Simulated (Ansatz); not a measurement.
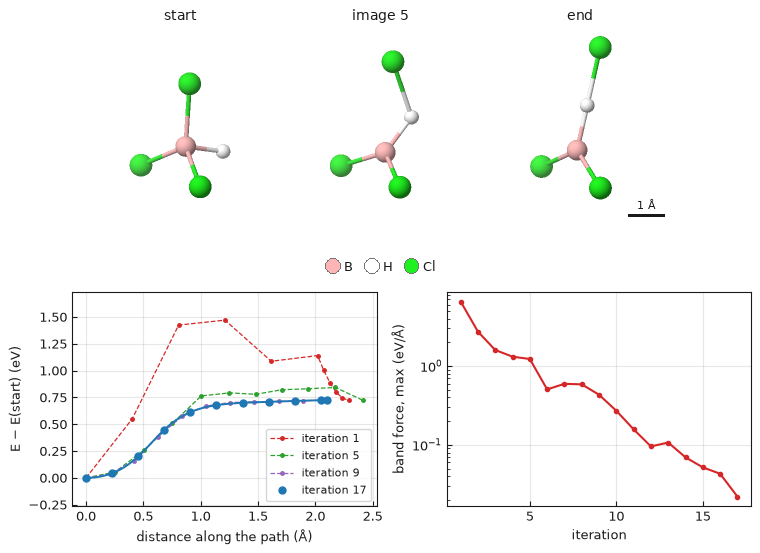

A search for the minimum-energy path of BHCl$_{3}$ (multiplicity 2) by the nudged elastic band. Images are numbered from 0 (start) to 10 (end). The plot follows the band through its iterations. The picture is a ball-and-stick view, seen from a free direction.

Level of theory: UKS revPBE/def2-SVP in Ansatz. Run with 9 movable images; climbing image; force threshold 0.03 eV/Å; iteration limit 60; starting path through a guess of the saddle point.

> How did the profile develop, and is the result final?

The run is converged, with reservations. The band converged in 17 iterations. The largest component of the band force went from 6.6 to 0.022 eV/Å. The first iteration put the highest image at 1.47 eV. No barrier shows: the energy is highest at the end, and the end lies 0.72 eV above the start.
